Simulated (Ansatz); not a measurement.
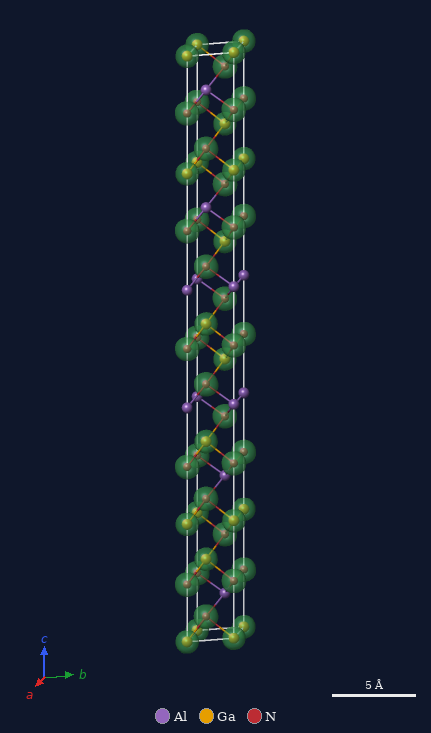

*Al₂Ga₃N₅. Isosurface of the valence pseudo-density at 1 e/Å³ (green), seen slightly off an axis. Sticks mark near contacts.*

Space group R-3m; a structure generated by program, which may or may not match a known phase.

Computed with DFT PBE, scalar-relativistic, plane waves, PAW (Ansatz).

```yaml
crystal:
  lattice:
    - [2.96279, 0.00000, 0.00000]
    - [-1.48139, 2.56585, 0.00000]
    - [0.00000, 0.00000, 36.31741]
  atoms:
    - { symbol: Al, position: [0.33333, 0.66667, 0.06628] }
    - { symbol: Al, position: [0.00000, 0.00000, 0.39961] }
    - { symbol: Al, position: [0.66667, 0.33333, 0.73294] }
    - { symbol: Al, position: [0.33333, 0.66667, 0.26706] }
    - { symbol: Al, position: [0.00000, 0.00000, 0.60039] }
    - { symbol: Al, position: [0.66667, 0.33333, 0.93372] }
    - { symbol: Ga, position: [0.00000, 0.00000, 0.00000] }
    - { symbol: Ga, position: [0.66667, 0.33333, 0.33333] }
    - { symbol: Ga, position: [0.33333, 0.66667, 0.66667] }
    - { symbol: Ga, position: [0.66667, 0.33333, 0.13253] }
    - { symbol: Ga, position: [0.33333, 0.66667, 0.46586] }
    - { symbol: Ga, position: [0.00000, 0.00000, 0.79920] }
    - { symbol: Ga, position: [0.00000, 0.00000, 0.20080] }
    - { symbol: Ga, position: [0.66667, 0.33333, 0.53414] }
    - { symbol: Ga, position: [0.33333, 0.66667, 0.86747] }
    - { symbol: N, position: [0.00000, 0.00000, 0.29870] }
    - { symbol: N, position: [0.66667, 0.33333, 0.63204] }
    - { symbol: N, position: [0.33333, 0.66667, 0.96537] }
    - { symbol: N, position: [0.66667, 0.33333, 0.03463] }
    - { symbol: N, position: [0.33333, 0.66667, 0.36796] }
    - { symbol: N, position: [0.00000, 0.00000, 0.70130] }
    - { symbol: N, position: [0.00000, 0.00000, 0.09788] }
    - { symbol: N, position: [0.66667, 0.33333, 0.43121] }
    - { symbol: N, position: [0.33333, 0.66667, 0.76455] }
    - { symbol: N, position: [0.33333, 0.66667, 0.16667] }
    - { symbol: N, position: [0.00000, 0.00000, 0.50000] }
    - { symbol: N, position: [0.66667, 0.33333, 0.83333] }
    - { symbol: N, position: [0.66667, 0.33333, 0.23545] }
    - { symbol: N, position: [0.33333, 0.66667, 0.56879] }
    - { symbol: N, position: [0.00000, 0.00000, 0.90212] }
```

> What does this surface tell about the bonding?

At this value the density breaks into separate islands; it holds about 60 % of the electrons treated as valence (semicore included). It bridges none of the near contacts. It is pinched off along the sampled Al–N (2.06 Å) and Ga–N (2.11 Å) contacts. On the grid the lowest density along these lines, outside the cores, is 0.39 e/Å³ (Al–N, 2.06 Å) and 0.51 e/Å³ (Ga–N, 2.11 Å).
